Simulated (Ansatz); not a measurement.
# C₃H₅BO: single points with varied inputs

Aim: run C₃H₅BO under a spread of inputs, and see what each costs and gives.

Computed with Ansatz 0.2.0, Gaussian basis. Level: the settings change from run to run.

### Step 1. The relaxed structure

The structure was relaxed beforehand with PBE0-D4 in a triple-zeta def2 set.

SMILES `BC1OC1=C`, 10 atoms, charge 0, spin multiplicity 1.

Atoms are counted from 1 here; the program's logs count them from 0.

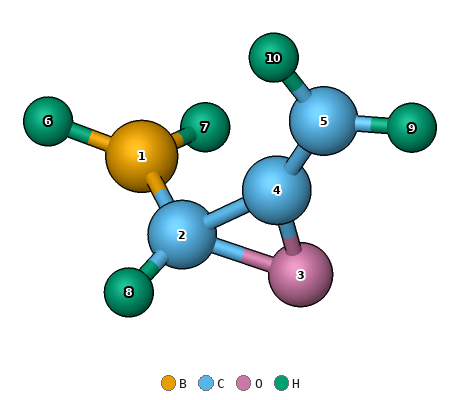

The structure; boron amber, carbon blue, oxygen pink, hydrogen teal; atoms are numbered from 1 in the order of the file.

### Step 2. RPBE/def2-TZVP

Options: atoms shaken by 0.08 Å, D4 dispersion.

in.yaml reads:

```yaml
crystal:
  periodic: [false, false, false]
  atoms:
    - {symbol: B, position_ang: [-1.436493, -0.925638, -0.175250]}
    - {symbol: C, position_ang: [-0.023642, -1.076790, 0.189582]}
    - {symbol: O, position_ang: [1.242170, -0.860641, -0.875825]}
    - {symbol: C, position_ang: [0.624382, 0.120985, -0.019203]}
    - {symbol: C, position_ang: [1.272988, 1.501972, 0.102906]}
    - {symbol: H, position_ang: [-2.345350, -0.948727, 0.581069]}
    - {symbol: H, position_ang: [-1.763766, -0.576666, -1.499231]}
    - {symbol: H, position_ang: [0.272379, -1.567251, 0.931802]}
    - {symbol: H, position_ang: [1.951568, 2.016364, -0.436527]}
    - {symbol: H, position_ang: [0.519491, 2.096964, 0.926428]}
basis:
  gaussian: {orbitals: def2-TZVP}
hamiltonian: {xc: {name: RPBE}, dispersion: d4}
output: {forces: true}
```

Started as:

```
$ ansatz run in.yaml --threads 2 --pin off --events-out ev --progress --plain --max-ram 4352MiB
```

The program printed, shortened:

```text
Functional definition: RPBE
  name "RPBE"
  cite "Hammer, Hansen & Nørskov, Phys. Rev. B 59, 7413 (1999) doi:10.1103/PhysRevB.59.7413"
  cite "Perdew, Burke & Ernzerhof, Phys. Rev. Lett. 77, 3865 (1996) doi:10.1103/PhysRevLett.77.3865"
[...]
1080 factors; their error is unknown
[...]
mean field -5912.31709371 eV, -217.2736456813 hartree, gradient 2.6e-5 eV, S^2 0.000000; 0 other end points of the search recorded, 0 dependent functions left out
[...]
reference -5912.31713829 eV, -217.2736473196 hartree; 18, 18 occupied and 167, 167 virtual orbitals, 1080 factors
Total energy: -5912.99469483 eV, -217.2985470632 hartree
Atom 0 at    -1.436493    -0.925638    -0.175250 Å, force    -2.524537     0.953145    -4.219333 eV/Å
Atom 1 at    -0.023642    -1.076790     0.189582 Å, force    -1.184875     1.643360    -5.050602 eV/Å
Atom 2 at     1.242170    -0.860641    -0.875825 Å, force    -3.213343     0.575114     2.135727 eV/Å
Atom 3 at     0.624382     0.120985    -0.019203 Å, force     8.025970     7.341337    -3.149332 eV/Å
Atom 4 at     1.272988     1.501972     0.102906 Å, force    -9.172671    -5.194589     5.447797 eV/Å
Atom 5 at    -2.345350    -0.948727     0.581069 Å, force    -0.112397    -0.032558     0.521913 eV/Å
Atom 6 at    -1.763766    -0.576666    -1.499231 Å, force     0.621021    -0.711489     2.385025 eV/Å
Atom 7 at     0.272379    -1.567251     0.931802 Å, force     2.760545    -4.563092     6.369694 eV/Å
Atom 8 at     1.951568     2.016364    -0.436527 Å, force     2.375881     1.053486    -2.150974 eV/Å
Atom 9 at     0.519491     2.096964     0.926428 Å, force     2.424407    -1.064714    -2.289914 eV/Å
Dipole moment:    -0.172275    -0.029860     0.330930 e Å
```

Wall time 2.4 s (2 threads of Arm Neoverse V2, shared host).

Largest force 11.866 eV/Å, dipole 1.80 D.

### Step 3. LC-wPBE/cc-pVTZ-DK

This run has a grid of angular degree 23.

in.yaml reads:

```yaml
crystal:
  periodic: [false, false, false]
  atoms:
    - {symbol: B, position_ang: [-1.463625, -0.877779, -0.285318]}
    - {symbol: C, position_ang: [-0.012995, -0.973285, 0.195477]}
    - {symbol: O, position_ang: [1.069127, -0.774226, -0.817247]}
    - {symbol: C, position_ang: [0.752437, 0.243901, -0.032488]}
    - {symbol: C, position_ang: [1.062944, 1.499496, 0.204722]}
    - {symbol: H, position_ang: [-2.345405, -1.005035, 0.511222]}
    - {symbol: H, position_ang: [-1.691383, -0.614042, -1.425101]}
    - {symbol: H, position_ang: [0.321490, -1.583859, 1.030323]}
    - {symbol: H, position_ang: [1.859284, 1.983572, -0.345275]}
    - {symbol: H, position_ang: [0.531225, 2.050055, 0.966685]}
basis:
  gaussian: {orbitals: cc-pVTZ-DK, final_grid: {core_spheres: 8, valence_spheres: 7, degree: 23}}
hamiltonian: {xc: {name: LC-wPBE}}
output: {forces: true}
```

The command is unchanged.

The program printed, shortened:

```text
Functional definition: LC-wPBE
  name "LC-wPBE"
  cite "Vydrov & Scuseria, J. Chem. Phys. 125, 234109 (2006) doi:10.1063/1.2409292"
  cite "Heyd & Scuseria, J. Chem. Phys. 120, 7274 (2004) doi:10.1063/1.1668634"
  cite "Ernzerhof & Perdew, J. Chem. Phys. 109, 3313 (1998) doi:10.1063/1.476928"
  cite "Perdew, Burke & Ernzerhof, Phys. Rev. Lett. 77, 3865 (1996) doi:10.1103/PhysRevLett.77.3865"
  parent pbe
[...]
1175 factors; their error is unknown
373 factors; integrals over basis functions are off by at most 2.2e-5 eV
[...]
mean field -5913.75303569 eV, -217.3264155760 hartree, gradient 1.5e-5 eV, S^2 0.000000; 0 other end points of the search recorded, 0 dependent functions left out
[...]
reference -5913.75303570 eV, -217.3264155762 hartree; 18, 18 occupied and 202, 202 virtual orbitals, 1175 factors
Total energy: -5913.75303570 eV, -217.3264155762 hartree
Relativity: scalar
Atom 0 at    -1.463625    -0.877779    -0.285318 Å, force    -0.117792    -0.009990    -0.035427 eV/Å
Atom 1 at    -0.012995    -0.973285     0.195477 Å, force     0.394017     0.140461    -0.143724 eV/Å
Atom 2 at     1.069127    -0.774226    -0.817247 Å, force    -0.223249    -0.069415     0.165970 eV/Å
Atom 3 at     0.752437     0.243901    -0.032488 Å, force    -0.006489     0.243653     0.132740 eV/Å
Atom 4 at     1.062944     1.499496     0.204722 Å, force    -0.034111    -0.265266    -0.054946 eV/Å
Atom 5 at    -2.345405    -1.005035     0.511222 Å, force     0.045977     0.010230    -0.055959 eV/Å
Atom 6 at    -1.691383    -0.614042    -1.425101 Å, force     0.015591    -0.020381     0.063049 eV/Å
Atom 7 at     0.321490    -1.583859     1.030323 Å, force    -0.037852     0.051706    -0.060905 eV/Å
Atom 8 at     1.859284     1.983572    -0.345275 Å, force    -0.056730    -0.037692     0.012202 eV/Å
Atom 9 at     0.531225     2.050055     0.966685 Å, force     0.020639    -0.043306    -0.022999 eV/Å
Dipole moment:    -0.131530     0.004269     0.262137 e Å
```

It took 2.7 s on 2 threads of Arm Neoverse V2, shared host.

Largest force 0.442 eV/Å, dipole 1.41 D.

### Step 4. PBE-QIDH/cc-pVTZ

This run has atoms shaken by 0.15 Å.

in.yaml reads:

```yaml
crystal:
  periodic: [false, false, false]
  atoms:
    - {symbol: B, position_ang: [-1.619402, -0.959079, -0.206787]}
    - {symbol: C, position_ang: [0.315730, -0.865661, 0.152912]}
    - {symbol: O, position_ang: [0.956472, -0.914554, -0.832427]}
    - {symbol: C, position_ang: [0.860113, 0.325399, -0.258105]}
    - {symbol: C, position_ang: [1.022305, 1.273068, 0.196536]}
    - {symbol: H, position_ang: [-2.321618, -1.235954, 0.565693]}
    - {symbol: H, position_ang: [-1.688065, -0.500742, -1.525405]}
    - {symbol: H, position_ang: [0.090438, -1.560883, 0.763372]}
    - {symbol: H, position_ang: [1.799842, 1.880827, -0.491246]}
    - {symbol: H, position_ang: [0.989538, 1.918847, 0.873398]}
basis:
  gaussian: {orbitals: cc-pVTZ}
hamiltonian: {xc: {name: PBE-QIDH}}
output: {forces: true}
```

Same command.

The program printed, shortened:

```text
Functional definition: PBE-QIDH
  name "PBE-QIDH"
  cite "Brémond, Sancho-García, Pérez-Jiménez & Adamo, J. Chem. Phys. 141, 031101 (2014) doi:10.1063/1.4890314"
  cite "Perdew, Burke & Ernzerhof, Phys. Rev. Lett. 77, 3865 (1996) doi:10.1103/PhysRevLett.77.3865"
[...]
1255 factors; integrals over basis functions are off by at most 1.1e-3 eV
[...]
mean field -5888.02287077 eV, -216.3808494554 hartree, gradient 7.4e-6 eV, S^2 0.000000; 0 other end points of the search recorded, 0 dependent functions left out
5 core orbitals not correlated: weight in the atoms' cores, before any rotation towards them, 1.000 or more for the frozen orbitals, at most 0.000 for the correlated occupied ones
reference -5888.02288335 eV, -216.3808499180 hartree; 13, 13 occupied and 202, 202 virtual orbitals, 1255 factors
second order -24.74791489 eV of doubles, -0.00000000 eV of singles
[...]
Atom 0 at    -1.619402    -0.959079    -0.206787 Å, force     5.423467     3.079643    -5.185774 eV/Å
Atom 1 at     0.315730    -0.865661     0.152912 Å, force   -14.130515     1.173371     6.937614 eV/Å
Atom 2 at     0.956472    -0.914554    -0.832427 Å, force     9.684844     0.403318   -14.004580 eV/Å
Atom 3 at     0.860113     0.325399    -0.258105 Å, force    -6.343331   -28.026834    -7.615354 eV/Å
Atom 4 at     1.022305     1.273068     0.196536 Å, force    10.467657    26.526180     2.165569 eV/Å
Atom 5 at    -2.321618    -1.235954     0.565693 Å, force    -2.678531    -0.980351     2.148336 eV/Å
Atom 6 at    -1.688065    -0.500742    -1.525405 Å, force    -0.595828    -1.234712     2.796508 eV/Å
Atom 7 at     0.090438    -1.560883     0.763372 Å, force     1.015110    -4.593222     5.541617 eV/Å
Atom 8 at     1.799842     1.880827    -0.491246 Å, force    -0.991277    -0.367178     0.738216 eV/Å
Atom 9 at     0.989538     1.918847     0.873398 Å, force    -1.851596     4.019787     6.477849 eV/Å
Dipole moment:     0.009019     0.074548     0.290920 e Å
```

Run time: 16 s. Hardware: 2 threads of Arm Neoverse V2, shared host; peak memory 0.68 GiB.

Largest force 29.728 eV/Å, dipole 1.44 D.

### Step 5. BLYP/aug-cc-pVDZ

Set apart from the defaults: density fitting with cc-pVTZ-jkfit, D4 dispersion.

in.yaml reads:

```yaml
crystal:
  periodic: [false, false, false]
  atoms:
    - {symbol: B, position_ang: [-1.463625, -0.877779, -0.285318]}
    - {symbol: C, position_ang: [-0.012995, -0.973285, 0.195477]}
    - {symbol: O, position_ang: [1.069127, -0.774226, -0.817247]}
    - {symbol: C, position_ang: [0.752437, 0.243901, -0.032488]}
    - {symbol: C, position_ang: [1.062944, 1.499496, 0.204722]}
    - {symbol: H, position_ang: [-2.345405, -1.005035, 0.511222]}
    - {symbol: H, position_ang: [-1.691383, -0.614042, -1.425101]}
    - {symbol: H, position_ang: [0.321490, -1.583859, 1.030323]}
    - {symbol: H, position_ang: [1.859284, 1.983572, -0.345275]}
    - {symbol: H, position_ang: [0.531225, 2.050055, 0.966685]}
basis:
  gaussian: {orbitals: aug-cc-pVDZ, fitting: {mean_field: cc-pVTZ-jkfit}}
hamiltonian: {xc: {name: BLYP}, dispersion: d4}
output: {forces: true}
```

The command is unchanged.

The program printed, shortened:

```text
Functional definition: BLYP
  name "BLYP"
  cite "Becke, Phys. Rev. A 38, 3098 (1988) doi:10.1103/PhysRevA.38.3098"
  cite "Lee, Yang & Parr, Phys. Rev. B 37, 785 (1988) doi:10.1103/PhysRevB.37.785"
[...]
545 factors; integrals over basis functions are off by at most 2.2e-1 eV
[...]
mean field -5911.39174644 eV, -217.2396397964 hartree, gradient 5.3e-5 eV, S^2 0.000000; 0 other end points of the search recorded, 0 dependent functions left out
[...]
reference -5911.39224961 eV, -217.2396582874 hartree; 18, 18 occupied and 142, 142 virtual orbitals, 545 factors
Total energy: -5911.78171319 eV, -217.2539708102 hartree
Atom 0 at    -1.463625    -0.877779    -0.285318 Å, force    -0.057452    -0.032945     0.012011 eV/Å
Atom 1 at    -0.012995    -0.973285     0.195477 Å, force    -1.100982    -0.531268     0.608070 eV/Å
Atom 2 at     1.069127    -0.774226    -0.817247 Å, force     1.120498    -0.755984    -1.466456 eV/Å
Atom 3 at     0.752437     0.243901    -0.032488 Å, force    -0.148690     0.266160     0.294469 eV/Å
Atom 4 at     1.062944     1.499496     0.204722 Å, force     0.177716     0.793629     0.147603 eV/Å
Atom 5 at    -2.345405    -1.005035     0.511222 Å, force    -0.188951    -0.030080     0.169368 eV/Å
Atom 6 at    -1.691383    -0.614042    -1.425101 Å, force    -0.053352     0.059609    -0.240910 eV/Å
Atom 7 at     0.321490    -1.583859     1.030323 Å, force     0.118344    -0.291571     0.366663 eV/Å
Atom 8 at     1.859284     1.983572    -0.345275 Å, force     0.346897     0.244709    -0.203236 eV/Å
Atom 9 at     0.531225     2.050055     0.966685 Å, force    -0.214029     0.277740     0.312418 eV/Å
Dipole moment:    -0.077270     0.017754     0.245698 e Å
```

It took 2.4 s on 2 threads of Arm Neoverse V2, shared host.

Largest force 1.994 eV/Å, dipole 1.24 D.

### Step 6. RPA/def2-SVPD

Options: charge +1, multiplicity 2.

in.yaml: that of step 5 with these lines changed.

```diff
@@ -14,4 +14,6 @@
 basis:
-  gaussian: {orbitals: aug-cc-pVDZ, fitting: {mean_field: cc-pVTZ-jkfit}}
-hamiltonian: {xc: {name: BLYP}, dispersion: d4}
-output: {forces: true}
+  gaussian: {orbitals: def2-SVPD}
+total_charge: 1
+magnetization: {spin_polarized: true, initial_magnetization: 1}
+hamiltonian: {xc: {name: HF}}
+correlation: {method: rpa}
```

Launched as before.

The program printed:

```text
Functional definition: HF
  name "HF"
  cite "Fock, Z. Phys. 61, 126 (1930) doi:10.1007/BF01340294"
  parent pbe
  exchange = exact_x
  correlation = 0
1421 factors; integrals over basis functions are off by at most 9.8e-4 eV
mean field evaluation 1: about -5859.3310 eV, gradient 2.9e1 eV
mean field evaluation 2: about -5859.4041 eV, gradient 2.9e1 eV
mean field evaluation 4: about -5863.6651 eV, gradient 4.3e0 eV
mean field evaluation 8: about -5863.8230 eV, gradient 3.4e-1 eV
mean field evaluation 16: about -5863.8326 eV, gradient 1.1e-4 eV
mean field evaluation 32: about -5857.6581 eV, gradient 1.3e1 eV
mean field -5863.83260797 eV, -215.4918736943 hartree, gradient 2.8e-6 eV, S^2 0.782510; 4 other end points of the search recorded, 0 dependent functions left out
5 core orbitals not correlated: weight in the atoms' cores, before any rotation towards them, 1.000 or more for the frozen orbitals, at most 0.000 for the correlated occupied ones
reference -5863.83260797 eV, -215.4918736943 hartree; 13, 12 occupied and 125, 126 virtual orbitals, 1421 factors
Total energy: -5884.13543648 eV, -216.2379888804 hartree
```

Run time: 5.5 s. Hardware: 2 threads of Arm Neoverse V2, shared host.

⟨S²⟩ 0.783.

### Step 7. BLYP/def2-TZVPP

Set apart from the defaults: multiplicity 3, the search for lower states set to full.

in.yaml: that of step 6 with these lines changed.

```diff
@@ -14,6 +14,6 @@
 basis:
-  gaussian: {orbitals: def2-SVPD}
-total_charge: 1
-magnetization: {spin_polarized: true, initial_magnetization: 1}
-hamiltonian: {xc: {name: HF}}
-correlation: {method: rpa}
+  gaussian: {orbitals: def2-TZVPP}
+magnetization: {spin_polarized: true, initial_magnetization: 2}
+hamiltonian: {xc: {name: BLYP}}
+scf: {lower_state_search: full}
+output: {forces: true}
```

Launched as before.

The program printed, shortened:

```text
Functional definition: BLYP
  name "BLYP"
  cite "Becke, Phys. Rev. A 38, 3098 (1988) doi:10.1103/PhysRevA.38.3098"
  cite "Lee, Yang & Parr, Phys. Rev. B 37, 785 (1988) doi:10.1103/PhysRevB.37.785"
[...]
1155 factors; their error is unknown
[...]
mean field -5909.37695451 eV, -217.1655975586 hartree, gradient 3.2e-5 eV, S^2 2.006532; 18 other end points of the search recorded, 0 dependent functions left out
[...]
reference -5909.37733810 eV, -217.1656116555 hartree; 19, 17 occupied and 206, 208 virtual orbitals, 1155 factors
Total energy: -5909.37733810 eV, -217.1656116555 hartree
Atom 0 at    -1.463625    -0.877779    -0.285318 Å, force    -0.440871    -0.294647    -0.496955 eV/Å
Atom 1 at    -0.012995    -0.973285     0.195477 Å, force    -1.654394     0.125561     1.589977 eV/Å
Atom 2 at     1.069127    -0.774226    -0.817247 Å, force     2.040681     0.510399    -1.762928 eV/Å
Atom 3 at     0.752437     0.243901    -0.032488 Å, force    -1.975092    -5.756543     0.076626 eV/Å
Atom 4 at     1.062944     1.499496     0.204722 Å, force     1.857086     5.076532     0.327569 eV/Å
Atom 5 at    -2.345405    -1.005035     0.511222 Å, force    -0.001041    -0.014114     0.137335 eV/Å
Atom 6 at    -1.691383    -0.614042    -1.425101 Å, force     0.018793     0.153317    -0.096074 eV/Å
Atom 7 at     0.321490    -1.583859     1.030323 Å, force     0.154971    -0.275967     0.214458 eV/Å
Atom 8 at     1.859284     1.983572    -0.345275 Å, force    -0.071714     0.369842    -0.253807 eV/Å
Atom 9 at     0.531225     2.050055     0.966685 Å, force     0.071581     0.105619     0.263798 eV/Å
Dipole moment:     0.734972     0.524832     0.323925 e Å
```

Wall time 41 s (2 threads of Arm Neoverse V2, shared host); peak memory 0.64 GiB.

Largest force 6.086 eV/Å, dipole 4.61 D, ⟨S²⟩ 2.007.

### Step 8. B97/cc-pVDZ

in.yaml: that of step 7 with these lines changed.

```diff
@@ -14,6 +14,3 @@
 basis:
-  gaussian: {orbitals: def2-TZVPP}
-magnetization: {spin_polarized: true, initial_magnetization: 2}
-hamiltonian: {xc: {name: BLYP}}
-scf: {lower_state_search: full}
-output: {forces: true}
+  gaussian: {orbitals: cc-pVDZ}
+hamiltonian: {xc: {name: B97}}
```

Launched as before.

The program printed, shortened:

```text
Functional definition: B97
  name "B97"
  cite "Becke, J. Chem. Phys. 107, 8554 (1997) doi:10.1063/1.475007"
[...]
      + integral(e_c_pw_opposite_spin*poly(b97_u_opposite, cos0, cos1, cos2))
1119 factors; their error is unknown
[...]
mean field -5911.33045439 eV, -217.2373873553 hartree, gradient 2.0e-5 eV, S^2 0.000000; 0 other end points of the search recorded, 0 dependent functions left out
reference -5911.33047582 eV, -217.2373881427 hartree; 18, 18 occupied and 77, 77 virtual orbitals, 1119 factors
Total energy: -5911.33047582 eV, -217.2373881427 hartree
```

It took 2.6 s on 2 threads of Arm Neoverse V2, shared host.

### Step 9. r2SCANh/def2-SVP

Options: D3(BJ) with three-body dispersion.

in.yaml: that of step 8 with these lines changed.

```diff
@@ -14,3 +14,4 @@
 basis:
-  gaussian: {orbitals: cc-pVDZ}
-hamiltonian: {xc: {name: B97}}
+  gaussian: {orbitals: def2-SVP}
+hamiltonian: {xc: {name: r2SCANh}, dispersion: d3bjatm}
+output: {forces: true}
```

Launched as before.

The program printed, shortened:

```text
Functional definition: r2SCANh
  name "r2SCANh"
  cite "Bursch, Neugebauer, Ehlert & Grimme, J. Chem. Phys. 156, 134105 (2022) doi:10.1063/5.0086040"
  cite "Furness, Kaplan, Ning, Perdew & Sun, J. Phys. Chem. Lett. 11, 8208 (2020) doi:10.1021/acs.jpclett.0c02405"
  cite "Furness, Kaplan, Ning, Perdew & Sun, J. Phys. Chem. Lett. 11, 9248 (2020) doi:10.1021/acs.jpclett.0c03077"
  parent r2scan
[...]
968 factors; integrals over basis functions are off by at most 1.1e-3 eV
[...]
mean field -5904.63125382 eV, -216.9911962751 hartree, gradient 1.4e-5 eV, S^2 0.000000; 0 other end points of the search recorded, 0 dependent functions left out
[...]
reference -5904.63126247 eV, -216.9911965930 hartree; 18, 18 occupied and 77, 77 virtual orbitals, 968 factors
Total energy: -5904.68147135 eV, -216.9930417352 hartree
Atom 0 at    -1.463625    -0.877779    -0.285318 Å, force     0.064895    -0.031966     0.017893 eV/Å
Atom 1 at    -0.012995    -0.973285     0.195477 Å, force    -0.049916    -0.021656    -0.093930 eV/Å
Atom 2 at     1.069127    -0.774226    -0.817247 Å, force     0.035834     0.059900    -0.043694 eV/Å
Atom 3 at     0.752437     0.243901    -0.032488 Å, force    -0.046429    -0.476031    -0.183128 eV/Å
Atom 4 at     1.062944     1.499496     0.204722 Å, force     0.063152     0.307093     0.064171 eV/Å
Atom 5 at    -2.345405    -1.005035     0.511222 Å, force    -0.180600    -0.012061     0.160989 eV/Å
Atom 6 at    -1.691383    -0.614042    -1.425101 Å, force    -0.047105     0.065571    -0.244376 eV/Å
Atom 7 at     0.321490    -1.583859     1.030323 Å, force     0.087552    -0.173831     0.261707 eV/Å
Atom 8 at     1.859284     1.983572    -0.345275 Å, force     0.223531     0.121871    -0.159531 eV/Å
Atom 9 at     0.531225     2.050055     0.966685 Å, force    -0.150913     0.161110     0.219899 eV/Å
Dipole moment:    -0.104635     0.028315     0.268537 e Å
```

Run time: 2.6 s. Hardware: 2 threads of Arm Neoverse V2, shared host.

Largest force 0.512 eV/Å, dipole 1.39 D.

### Step 10. The runs in one table

| level | charge | multiplicity | geometry | functions | energy (eV) | time |
| --- | --- | --- | --- | --- | --- | --- |
| RPBE/def2-TZVP | 0 | 1 | shaken | 185 | -5912.995 | 2.4 s |
| LC-wPBE/cc-pVTZ-DK | 0 | 1 | relaxed | 220 | -5913.753 | 2.7 s |
| PBE-QIDH/cc-pVTZ | 0 | 1 | shaken | 220 | -5896.272 | 16 s |
| BLYP/aug-cc-pVDZ | 0 | 1 | relaxed | 160 | -5911.782 | 2.4 s |
| RPA/def2-SVPD | 1 | 2 | relaxed | 143 | -5884.135 | 5.5 s |
| BLYP/def2-TZVPP | 0 | 3 | relaxed | 225 | -5909.377 | 41 s |
| B97/cc-pVDZ | 0 | 1 | relaxed | 95 | -5911.330 | 2.6 s |
| r2SCANh/def2-SVP | 0 | 1 | relaxed | 95 | -5904.681 | 2.6 s |

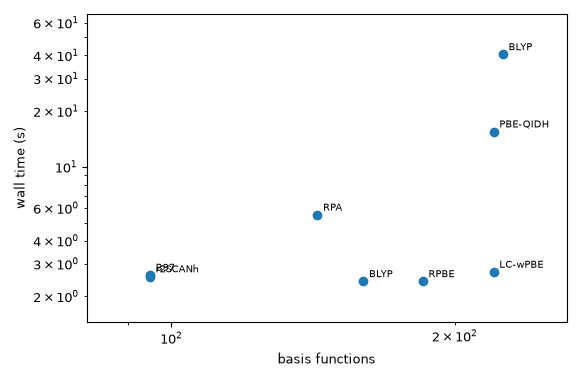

Wall time against the number of basis functions (shared host).

### Step 11. Results

| quantity | value |
| --- | --- |
| runs | 8 |
| quickest | RPBE/def2-TZVP, 2.4 s |
| slowest | BLYP/def2-TZVPP, 41 s |
| spread of total energies, same state and geometry | 9.1 eV |
| dipole, same state and geometry | 1.24 to 1.41 D |

What this shows: Run time spans a factor of 17, from RPBE/def2-TZVP to BLYP/def2-TZVPP. The jobs differ in tasks and options as well as level. Total energies at one charge and spin differ by 9 eV between levels, so only differences within one level mean anything. At the PBE0-D4/def2-TZVP geometry and in the same state, runs without warnings or point charges leave forces up to 1.99 eV/Å (BLYP/aug-cc-pVDZ), against 29.7 eV/Å where the atoms were moved. At that geometry and state the dipole changes by 14 % between the lowest and highest value.
